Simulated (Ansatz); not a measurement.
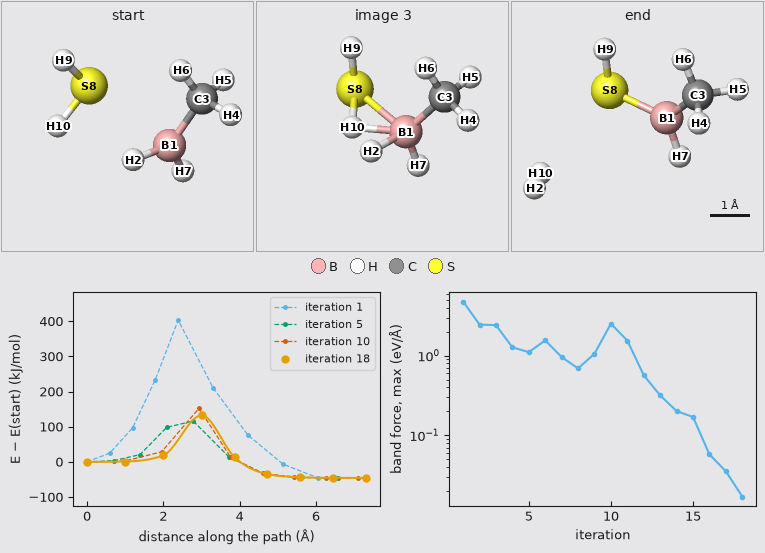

NEB run on CH7BS, made up at the start of CH₅B and H$_{2}$S. Images are numbered from 0 (start) to 8 (end). The plot follows the band through its iterations. Style: ball-and-stick. Shown at a tilt.

Computed with RHF/cc-pVDZ (Ansatz 0.2.0). Run with 7 movable images; climbing image; force threshold 0.03 eV/Å; iteration limit 60; starting path through a guess of the saddle point.

**Did the band converge, and can the barrier be trusted?**

The result is final at these settings. The band converged in 18 iterations. The largest component of the band force went from 4.8 to 0.017 eV/Å. The climbing image converged on the top of the path. Its vibrational analysis gives one imaginary mode (1363i cm⁻¹), as a transition state must have. The first iteration put the highest image at 403.2 kJ/mol. The energy climbs by 132.2 kJ/mol to image 3 and then falls by 177.9 kJ/mol, so the end point sits at −45.7 kJ/mol.

Limits of the set-up: the start holds two separate molecules, 3.3 Å apart at their closest, whose relative position is a soft coordinate and is computed without a dispersion correction; Hartree-Fock leaves out electron correlation.

Cost: 2.1 min on 1 thread of Arm Neoverse V2, with other jobs on the host, peak memory 0.14 GiB.
